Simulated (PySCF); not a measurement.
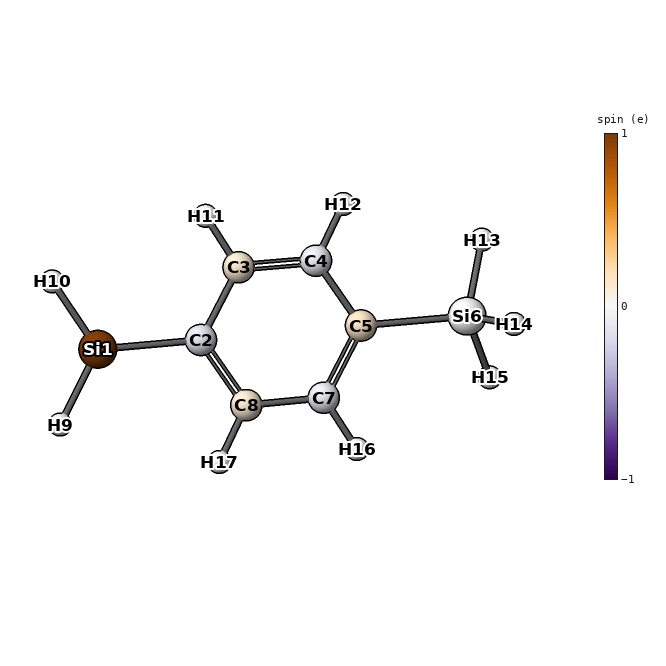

Atoms are coloured by their Mulliken spin populations. State: neutral, doublet. Computed geometry: GFN2-xTB optimisation. No frequency run is at hand to confirm it as a minimum. Level of theory: UKS B3LYP, pcH-1 on C H Si, non-relativistic (PySCF 2.14.0).

List the Mulliken spin populations.

```json
{"atom": "Si1", "value (e)": "0.97"}
{"atom": "C2", "value (e)": "−0.11"}
{"atom": "C3", "value (e)": "0.12"}
{"atom": "C4", "value (e)": "−0.07"}
{"atom": "C5", "value (e)": "0.14"}
{"atom": "Si6", "value (e)": "−0.01"}
{"atom": "C7", "value (e)": "−0.07"}
{"atom": "C8", "value (e)": "0.12"}
{"atom": "H9", "value (e)": "−0.05"}
{"atom": "H10", "value (e)": "−0.05"}
{"atom": "H11", "value (e)": "−0.01"}
{"atom": "H12", "value (e)": "0.00"}
{"atom": "H13", "value (e)": "0.00"}
{"atom": "H14", "value (e)": "0.01"}
{"atom": "H15", "value (e)": "0.00"}
{"atom": "H16", "value (e)": "0.00"}
{"atom": "H17", "value (e)": "−0.01"}
```

Mulliken values depend strongly on the basis set. The geometry is semi-empirical. Around Si such bond lengths and angles can be off by a tenth of an ångström or more and by several degrees, and values that hang on the shape move with them.
